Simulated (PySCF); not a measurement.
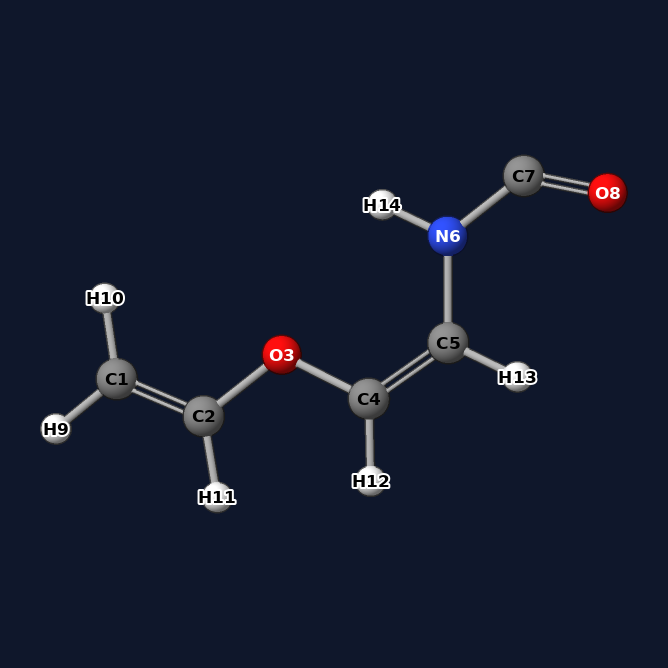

The questions are on Mulliken spin populations. State: neutral, doublet. The computed structure is the end point of a GFN2-xTB optimisation. No frequency run is at hand to confirm it as a minimum. Properties computed with UKS B3LYP, pcH-1 on C H N O, non-relativistic (PySCF 2.14.0).

### Which atom carries the largest spin population?

C7 (0.68 e).

### Which atom has the lowest spin population?

C4 (−0.02 e); a negative value comes from spin polarisation.

Give the Mulliken spin populations atom by atom.

```
atom  value (e)
  C1       0.00
  C2       0.00
  O3       0.00
  C4      −0.02
  C5       0.06
  N6      −0.01
  C7       0.68
  O8       0.28
  H9       0.00
 H10       0.00
 H11       0.00
 H12       0.00
 H13       0.00
 H14       0.00
```

Mulliken values depend strongly on the basis set.
